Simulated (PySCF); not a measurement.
**Tc(2+): ionisation energy in dyall-av2z**

Each state of technetium is computed at each level; their differences give the ionisation energy. How far do the methods differ?

Method: unrestricted determinants in a Gaussian basis, no spin-orbit coupling in the energies. Code: PySCF 2.14.0.

## Step 1: The system

- Element: technetium (Z = 43)
- Basis: dyall-av2z
- Hamiltonian: no relativity, point nucleus
- State 1: Tc(2+): [Kr] 4d5, high-spin 6S determinant
- Needed too, but not shown: Tc+ [Kr] 4d5 5s1 (7S)
- Methods: UHF, LDA, PBE, PBE0, r2SCAN, BP86, revPBE, PBEsol, MP2
- Core shells frozen in the correlated runs: valence: [Kr] (for Tc(2+))

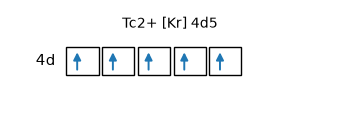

Occupation of the outer shells (arrows by Hund's rule).

One driver process ran all states and methods and kept the integrals in memory. Each run is shown as a PySCF script that sums up its settings (the driver passes frozen orbitals as a list and adds second-order terms of double hybrids); the logs are those of the runs themselves. The driver starts from symmetry-adapted Hartree-Fock orbitals, holds the occupation by maximum overlap and uses a logarithmic radial grid for functionals, so a plain start would take other cycles.

The integrals over 136 functions and the set-up took 0.72 s of CPU time.

## Step 2: Tc(2+), method by method

#### UHF

input.py

```python
from pyscf import gto, scf, dft, mp, cc
import basis_set_exchange as bse
mol = gto.M(atom="Tc 0 0 0", charge=2, spin=5, symmetry="D2h",
            basis=gto.basis.parse(bse.get_basis("dyall-av2z", elements=["Tc"], fmt="nwchem")))
mf = scf.UHF(mol)
mf.irrep_nelec = {'Ag': (8, 6), 'B1g': (2, 1), 'B2g': (2, 1), 'B3g': (2, 1), 'B1u': (3, 3), 'B2u': (3, 3), 'B3u': (3, 3)}
mf.kernel()
```

Log:

```text
damping factor = 0
level_shift factor = 0
DIIS = <class 'pyscf.scf.diis.CDIIS'>
diis_start_cycle = 1
diis_space = 10
diis_damp = 0
SCF conv_tol = 1e-09
SCF conv_tol_grad = None
number electrons alpha = 23  beta = 18
cycle= 1 E= -4204.08296144859  delta_E= -4.32e-10  |g|= 8.51e-06  |ddm|= 3.23e-05
converged SCF energy = -4204.08296144859  <S^2> = 8.751232  2S+1 = 6.0004107
```

CPU time 9.1 s on a shared host, the integrals not counted.

The occupied shells:

| shell | electrons | mean orbital energy (eV) | spread (eV) | rms radius (bohr) |
| --- | --- | --- | --- | --- |
| 1s β | 1 | -20643.2 | 0 | 0.0410 |
| 1s α | 1 | -20643.2 | 0 | 0.0410 |
| 2s α | 1 | -2984.2 | 0 | 0.167 |
| 2s β | 1 | -2982.9 | 0 | 0.167 |
| 2p α | 3 | -2748.5 | 0 | 0.146 |
| 2p β | 3 | -2747.3 | 0 | 0.146 |
| 3s α | 1 | -563.70 | 0 | 0.454 |
| 3s β | 1 | -563.15 | 0 | 0.454 |
| 3p α | 3 | -470.44 | 0 | 0.452 |
| 3p β | 3 | -469.73 | 0 | 0.452 |
| 3d α | 5 | -300.80 | 0 | 0.434 |
| 3d β | 5 | -299.01 | 0 | 0.434 |
| 4s α | 1 | -105.16 | 0 | 1.16 |
| 4s β | 1 | -97.417 | 0 | 1.16 |
| 4p α | 3 | -76.229 | 0 | 1.27 |
| 4p β | 3 | -66.220 | 0 | 1.27 |
| 4d α | 5 | -30.442 | 0 | 1.71 |

⟨S²⟩ = 8.751, ⟨L²⟩ = 0.00.

Spin-orbit constants on these orbitals (cm⁻¹; bare nucleus, screened nucleus, mean field): 4d 1235, 947.7, 873.7.

A non-relativistic calculation at this Z misses sizeable relativistic shifts.

#### LDA

input.py, as changed from the run before:

```diff
@@ -4,3 +4,3 @@
             basis=gto.basis.parse(bse.get_basis("dyall-av2z", elements=["Tc"], fmt="nwchem")))
-mf = scf.UHF(mol)
+mf = dft.UKS(mol, xc="LDA,VWN")
 mf.irrep_nelec = {'Ag': (8, 6), 'B1g': (2, 1), 'B2g': (2, 1), 'B3g': (2, 1), 'B1u': (3, 3), 'B2u': (3, 3), 'B3u': (3, 3)}
```

Log:

```text
damping factor = 0
level_shift factor = 0
DIIS = <class 'pyscf.scf.diis.CDIIS'>
diis_start_cycle = 1
diis_space = 10
diis_damp = 0
SCF conv_tol = 1e-09
SCF conv_tol_grad = None
number electrons alpha = 23  beta = 18
XC functionals = LDA,VWN
    P. A. M. Dirac.,  Math. Proc. Cambridge Philos. Soc. 26, 376 (1930)
    F. Bloch.,  Z. Phys. 57, 545 (1929)
    S. H. Vosko, L. Wilk, and M. Nusair.,  Can. J. Phys. 58, 1200 (1980)
cycle= 1 E= -4201.49407188253  delta_E= -0.0437  |g|= 0.0698  |ddm|= 0.159
cycle= 2 E= -4201.49413444443  delta_E= -6.26e-05  |g|= 0.0384  |ddm|= 0.0121
cycle= 3 E= -4201.49419042482  delta_E= -5.6e-05  |g|= 0.00704  |ddm|= 0.00845
cycle= 4 E= -4201.49419529081  delta_E= -4.87e-06  |g|= 0.00184  |ddm|= 0.00352
cycle= 5 E= -4201.49419593721  delta_E= -6.46e-07  |g|= 2.73e-05  |ddm|= 0.000955
cycle= 6 E= -4201.49419593738  delta_E= -1.72e-10  |g|= 1.63e-06  |ddm|= 1.57e-05
converged SCF energy = -4201.49419593738  <S^2> = 8.7501684  2S+1 = 6.0000561
```

It used 2.4 s of CPU time after the integrals (shared host).

#### PBE

input.py, as changed from the run before:

```diff
@@ -4,3 +4,3 @@
             basis=gto.basis.parse(bse.get_basis("dyall-av2z", elements=["Tc"], fmt="nwchem")))
-mf = dft.UKS(mol, xc="LDA,VWN")
+mf = dft.UKS(mol, xc="PBE")
 mf.irrep_nelec = {'Ag': (8, 6), 'B1g': (2, 1), 'B2g': (2, 1), 'B3g': (2, 1), 'B1u': (3, 3), 'B2u': (3, 3), 'B3u': (3, 3)}
```

Log:

```text
damping factor = 0
level_shift factor = 0
DIIS = <class 'pyscf.scf.diis.CDIIS'>
diis_start_cycle = 1
diis_space = 10
diis_damp = 0
SCF conv_tol = 1e-09
SCF conv_tol_grad = None
number electrons alpha = 23  beta = 18
XC functionals = PBE
    J. P. Perdew, K. Burke, and M. Ernzerhof.,  Phys. Rev. Lett. 77, 3865 (1996)
    J. P. Perdew, K. Burke, and M. Ernzerhof.,  Phys. Rev. Lett. 78, 1396 (1997)
    J. P. Perdew, K. Burke, and M. Ernzerhof.,  Phys. Rev. Lett. 77, 3865 (1996)
    J. P. Perdew, K. Burke, and M. Ernzerhof.,  Phys. Rev. Lett. 78, 1396 (1997)
cycle= 1 E= -4205.6011346725  delta_E= -0.0255  |g|= 0.0295  |ddm|= 0.123
cycle= 2 E= -4205.60115596068  delta_E= -2.13e-05  |g|= 0.0156  |ddm|= 0.0079
cycle= 3 E= -4205.60116515393  delta_E= -9.19e-06  |g|= 0.00322  |ddm|= 0.00337
cycle= 4 E= -4205.60116604023  delta_E= -8.86e-07  |g|= 0.000751  |ddm|= 0.00147
cycle= 5 E= -4205.60116615051  delta_E= -1.1e-07  |g|= 5.89e-05  |ddm|= 0.000419
cycle= 6 E= -4205.60116615116  delta_E= -6.48e-10  |g|= 5.67e-07  |ddm|= 2.84e-05
converged SCF energy = -4205.60116615116  <S^2> = 8.7503707  2S+1 = 6.0001236
```

CPU time 3.7 s on a shared host, the integrals not counted.

#### PBE0

input.py, as changed from the run before:

```diff
@@ -4,3 +4,3 @@
             basis=gto.basis.parse(bse.get_basis("dyall-av2z", elements=["Tc"], fmt="nwchem")))
-mf = dft.UKS(mol, xc="PBE")
+mf = dft.UKS(mol, xc="PBE0")
 mf.irrep_nelec = {'Ag': (8, 6), 'B1g': (2, 1), 'B2g': (2, 1), 'B3g': (2, 1), 'B1u': (3, 3), 'B2u': (3, 3), 'B3u': (3, 3)}
```

Log:

```text
damping factor = 0
level_shift factor = 0
DIIS = <class 'pyscf.scf.diis.CDIIS'>
diis_start_cycle = 1
diis_space = 10
diis_damp = 0
SCF conv_tol = 1e-09
SCF conv_tol_grad = None
number electrons alpha = 23  beta = 18
XC functionals = PBE0
    C. Adamo and V. Barone.,  J. Chem. Phys. 110, 6158 (1999)
    M. Ernzerhof and G. E. Scuseria.,  J. Chem. Phys. 110, 5029 (1999)
cycle= 1 E= -4205.74389846695  delta_E= -0.0135  |g|= 0.0195  |ddm|= 0.0838
cycle= 2 E= -4205.74392288661  delta_E= -2.44e-05  |g|= 0.00553  |ddm|= 0.0104
cycle= 3 E= -4205.74392840238  delta_E= -5.52e-06  |g|= 0.00382  |ddm|= 0.005
cycle= 4 E= -4205.74393020365  delta_E= -1.8e-06  |g|= 0.000401  |ddm|= 0.00142
cycle= 5 E= -4205.7439302156  delta_E= -1.19e-08  |g|= 1.89e-05  |ddm|= 0.000145
cycle= 6 E= -4205.74393021566  delta_E= -5.55e-11  |g|= 1.57e-06  |ddm|= 1.35e-05
converged SCF energy = -4205.74393021566  <S^2> = 8.7504923  2S+1 = 6.0001641
```

CPU time 5.7 s on a shared host, the integrals not counted.

#### r2SCAN

input.py, as changed from the run before:

```diff
@@ -4,3 +4,3 @@
             basis=gto.basis.parse(bse.get_basis("dyall-av2z", elements=["Tc"], fmt="nwchem")))
-mf = dft.UKS(mol, xc="PBE0")
+mf = dft.UKS(mol, xc="R2SCAN")
 mf.irrep_nelec = {'Ag': (8, 6), 'B1g': (2, 1), 'B2g': (2, 1), 'B3g': (2, 1), 'B1u': (3, 3), 'B2u': (3, 3), 'B3u': (3, 3)}
```

Log:

```text
damping factor = 0
level_shift factor = 0
DIIS = <class 'pyscf.scf.diis.CDIIS'>
diis_start_cycle = 1
diis_space = 10
diis_damp = 0
SCF conv_tol = 1e-09
SCF conv_tol_grad = None
number electrons alpha = 23  beta = 18
XC functionals = R2SCAN
    J. W. Furness, A. D. Kaplan, J. Ning, J. P. Perdew, and J. Sun.,  J. Phys. Chem. Lett. 11, 8208-8215 (2020)
    J. W. Furness, A. D. Kaplan, J. Ning, J. P. Perdew, and J. Sun.,  J. Phys. Chem. Lett. 11, 9248-9248 (2020)
    J. W. Furness, A. D. Kaplan, J. Ning, J. P. Perdew, and J. Sun.,  J. Phys. Chem. Lett. 11, 8208-8215 (2020)
    J. W. Furness, A. D. Kaplan, J. Ning, J. P. Perdew, and J. Sun.,  J. Phys. Chem. Lett. 11, 9248-9248 (2020)
cycle= 1 E= -4206.0816255599  delta_E= -0.0132  |g|= 0.0273  |ddm|= 0.0849
cycle= 2 E= -4206.08165380783  delta_E= -2.82e-05  |g|= 0.00899  |ddm|= 0.0102
cycle= 3 E= -4206.0816586005  delta_E= -4.79e-06  |g|= 0.000948  |ddm|= 0.003
cycle= 4 E= -4206.08165871493  delta_E= -1.14e-07  |g|= 0.000702  |ddm|= 0.000813
cycle= 5 E= -4206.0816587774  delta_E= -6.25e-08  |g|= 2.72e-05  |ddm|= 0.000293
cycle= 6 E= -4206.08165877754  delta_E= -1.34e-10  |g|= 9.69e-07  |ddm|= 1.65e-05
converged SCF energy = -4206.08165877754  <S^2> = 8.7507438  2S+1 = 6.0002479
```

It used 7.5 s of CPU time after the integrals (shared host).

#### BP86

input.py, as changed from the run before:

```diff
@@ -4,3 +4,3 @@
             basis=gto.basis.parse(bse.get_basis("dyall-av2z", elements=["Tc"], fmt="nwchem")))
-mf = dft.UKS(mol, xc="R2SCAN")
+mf = dft.UKS(mol, xc="B88,P86")
 mf.irrep_nelec = {'Ag': (8, 6), 'B1g': (2, 1), 'B2g': (2, 1), 'B3g': (2, 1), 'B1u': (3, 3), 'B2u': (3, 3), 'B3u': (3, 3)}
```

Log:

```text
damping factor = 0
level_shift factor = 0
DIIS = <class 'pyscf.scf.diis.CDIIS'>
diis_start_cycle = 1
diis_space = 10
diis_damp = 0
SCF conv_tol = 1e-09
SCF conv_tol_grad = None
number electrons alpha = 23  beta = 18
XC functionals = B88,P86
    A. D. Becke.,  Phys. Rev. A 38, 3098 (1988)
    J. P. Perdew.,  Phys. Rev. B 33, 8822 (1986)
cycle= 1 E= -4206.4602311686  delta_E= -0.0268  |g|= 0.0262  |ddm|= 0.125
cycle= 2 E= -4206.46024868261  delta_E= -1.75e-05  |g|= 0.00513  |ddm|= 0.0103
cycle= 3 E= -4206.46025126069  delta_E= -2.58e-06  |g|= 0.00227  |ddm|= 0.00367
cycle= 4 E= -4206.46025231402  delta_E= -1.05e-06  |g|= 0.0012  |ddm|= 0.00164
cycle= 5 E= -4206.46025242856  delta_E= -1.15e-07  |g|= 1.52e-05  |ddm|= 0.000338
cycle= 6 E= -4206.46025242859  delta_E= -2.73e-11  |g|= 6.59e-07  |ddm|= 6.81e-06
converged SCF energy = -4206.46025242859  <S^2> = 8.750303  2S+1 = 6.000101
```

CPU time 3.6 s on a shared host, the integrals not counted.

#### revPBE

input.py, as changed from the run before:

```diff
@@ -4,3 +4,3 @@
             basis=gto.basis.parse(bse.get_basis("dyall-av2z", elements=["Tc"], fmt="nwchem")))
-mf = dft.UKS(mol, xc="B88,P86")
+mf = dft.UKS(mol, xc="PBE_R,PBE")
 mf.irrep_nelec = {'Ag': (8, 6), 'B1g': (2, 1), 'B2g': (2, 1), 'B3g': (2, 1), 'B1u': (3, 3), 'B2u': (3, 3), 'B3u': (3, 3)}
```

Log:

```text
damping factor = 0
level_shift factor = 0
DIIS = <class 'pyscf.scf.diis.CDIIS'>
diis_start_cycle = 1
diis_space = 10
diis_damp = 0
SCF conv_tol = 1e-09
SCF conv_tol_grad = None
number electrons alpha = 23  beta = 18
XC functionals = PBE_R,PBE
    Y. Zhang and W. Yang.,  Phys. Rev. Lett. 80, 890 (1998)
    J. P. Perdew, K. Burke, and M. Ernzerhof.,  Phys. Rev. Lett. 77, 3865 (1996)
    J. P. Perdew, K. Burke, and M. Ernzerhof.,  Phys. Rev. Lett. 78, 1396 (1997)
cycle= 1 E= -4205.80495854702  delta_E= -0.0235  |g|= 0.027  |ddm|= 0.118
cycle= 2 E= -4205.80497896798  delta_E= -2.04e-05  |g|= 0.0122  |ddm|= 0.00776
cycle= 3 E= -4205.8049832598  delta_E= -4.29e-06  |g|= 0.00248  |ddm|= 0.0018
cycle= 4 E= -4205.80498363161  delta_E= -3.72e-07  |g|= 0.000648  |ddm|= 0.00101
cycle= 5 E= -4205.80498370909  delta_E= -7.75e-08  |g|= 6.01e-05  |ddm|= 0.000354
cycle= 6 E= -4205.80498370971  delta_E= -6.24e-10  |g|= 4.98e-07  |ddm|= 2.8e-05
converged SCF energy = -4205.80498370971  <S^2> = 8.7504382  2S+1 = 6.0001461
```

CPU time 3.6 s on a shared host, the integrals not counted.

#### PBEsol

input.py, as changed from the run before:

```diff
@@ -4,3 +4,3 @@
             basis=gto.basis.parse(bse.get_basis("dyall-av2z", elements=["Tc"], fmt="nwchem")))
-mf = dft.UKS(mol, xc="PBE_R,PBE")
+mf = dft.UKS(mol, xc="PBEsol")
 mf.irrep_nelec = {'Ag': (8, 6), 'B1g': (2, 1), 'B2g': (2, 1), 'B3g': (2, 1), 'B1u': (3, 3), 'B2u': (3, 3), 'B3u': (3, 3)}
```

Log:

```text
damping factor = 0
level_shift factor = 0
DIIS = <class 'pyscf.scf.diis.CDIIS'>
diis_start_cycle = 1
diis_space = 10
diis_damp = 0
SCF conv_tol = 1e-09
SCF conv_tol_grad = None
number electrons alpha = 23  beta = 18
XC functionals = PBEsol
    J. P. Perdew, A. Ruzsinszky, G. I. Csonka, O. A. Vydrov, G. E. Scuseria, L. A. Constantin, X. Zhou, and K. Burke.,  Phys. Rev. Lett. 100, 136406 (2008)
    J. P. Perdew, A. Ruzsinszky, G. I. Csonka, O. A. Vydrov, G. E. Scuseria, L. A. Constantin, X. Zhou, and K. Burke.,  Phys. Rev. Lett. 100, 136406 (2008)
cycle= 1 E= -4203.45840620625  delta_E= -0.0303  |g|= 0.0512  |ddm|= 0.126
cycle= 2 E= -4203.45844755156  delta_E= -4.13e-05  |g|= 0.0302  |ddm|= 0.00989
cycle= 3 E= -4203.45848234591  delta_E= -3.48e-05  |g|= 0.00408  |ddm|= 0.00613
cycle= 4 E= -4203.458484223  delta_E= -1.88e-06  |g|= 0.00132  |ddm|= 0.00237
cycle= 5 E= -4203.45848455736  delta_E= -3.34e-07  |g|= 2.65e-05  |ddm|= 0.000688
cycle= 6 E= -4203.45848455747  delta_E= -1.08e-10  |g|= 6.21e-07  |ddm|= 1.11e-05
converged SCF energy = -4203.45848455747  <S^2> = 8.7503577  2S+1 = 6.0001192
```

It used 3.6 s of CPU time after the integrals (shared host).

#### MP2 (valence)

input.py, as changed from the run before:

```diff
@@ -4,4 +4,5 @@
             basis=gto.basis.parse(bse.get_basis("dyall-av2z", elements=["Tc"], fmt="nwchem")))
-mf = dft.UKS(mol, xc="PBEsol")
+mf = scf.UHF(mol)
 mf.irrep_nelec = {'Ag': (8, 6), 'B1g': (2, 1), 'B2g': (2, 1), 'B3g': (2, 1), 'B1u': (3, 3), 'B2u': (3, 3), 'B3u': (3, 3)}
 mf.kernel()
+mp.UMP2(mf, frozen=18).kernel()
```

No log was kept for this step.

It used 0.53 s of CPU time after the integrals (shared host).

With 5 electrons correlated, the MP2 correlation energy is -0.04824 hartree (-0.04824 same spin, 0.00000 opposite spin); the SCS form gives -0.01608. Largest pairs of shells: 4d-4d -0.0482.

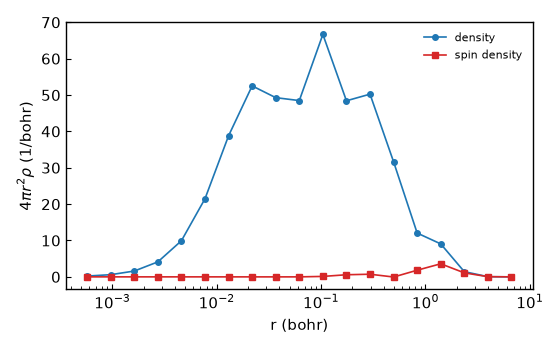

Radial density 4πr²ρ of Tc(2+) at UHF, at 19 stored radii joined by straight lines.

## Step 3: Differences of total energies

Ionisation energy: Tc+ [Kr] 4d5 5s1 (7S) → Tc(2+) [Kr] 4d5 (6S).

| method | value (eV) | less the reference (eV) |
| --- | --- | --- |
| UHF | 13.713 | -1.547 |
| LDA | 15.308 | +0.048 |
| PBE | 15.018 | -0.242 |
| PBE0 | 14.750 | -0.510 |
| r2SCAN | 14.897 | -0.363 |
| BP86 | 15.126 | -0.134 |
| revPBE | 14.899 | -0.361 |
| PBEsol | 15.026 | -0.234 |
| MP2 (valence) | 14.210 | -1.050 |
| SCS-MP2 (valence) | 13.879 | -1.381 |

Reference: 15.26 eV (semi-empirical (NIST evaluation); NIST Atomic Spectra Database, ionization energies). The calculation is non-relativistic, which matters at this Z.

The differences also use runs on Tc+ [Kr] 4d5 5s1 (7S), which are not shown here.

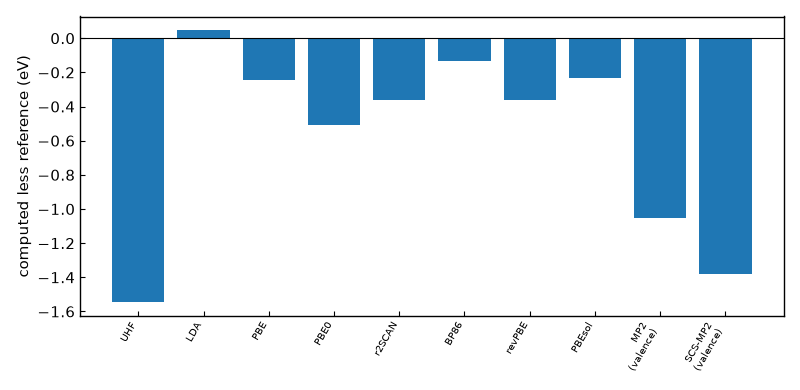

Computed less reference values by method, where the reference is not like for like or is itself uncertain.

## Step 4: What came out

| quantity | value |
| --- | --- |
| ionisation energy, Tc+ | UHF 13.713, MP2 (valence) 14.210 eV; reference 15.26 |

**Reading.** The methods span 1.594 eV, from UHF (13.713) to LDA (15.308). The reference is uncertain or not like for like (spin-orbit coupling or other relativistic terms), so no ranking of close methods is drawn. The basis is finite, and no extrapolation was made.
